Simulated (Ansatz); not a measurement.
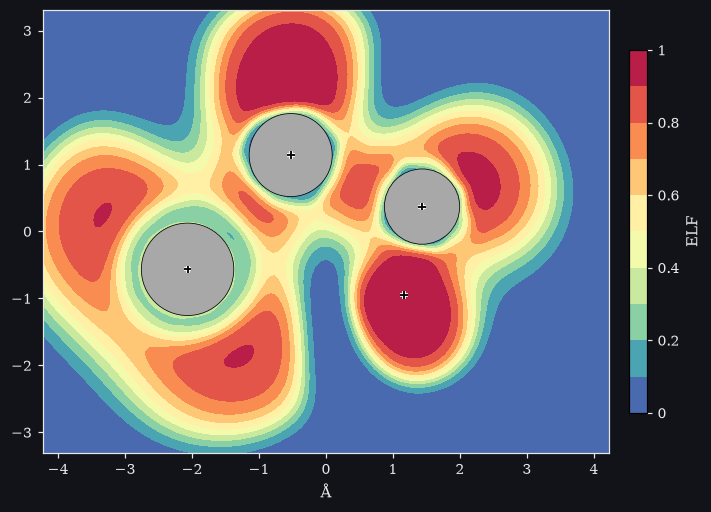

The ELF on a plane through atoms (crosses mark nuclei in the plane; grey discs cover the cores).

Level of theory: isolated molecule in a Gaussian basis; Kohn-Sham density functional theory, functional PBE0 in Ansatz.

Candidates:
A. AlCaS (charge −1, triplet)
B. C5H5Al
C. HPSTe

**Which system is this?**

Candidate C: HPSTe on the molecular plane, which holds P, S, Te and H. P–S (2.11 Å): the ELF peaks at about 0.85 between the atoms (a covalent bond). Te–P (2.30 Å): the ELF peaks at about 0.80 between the atoms; a covalent bond.
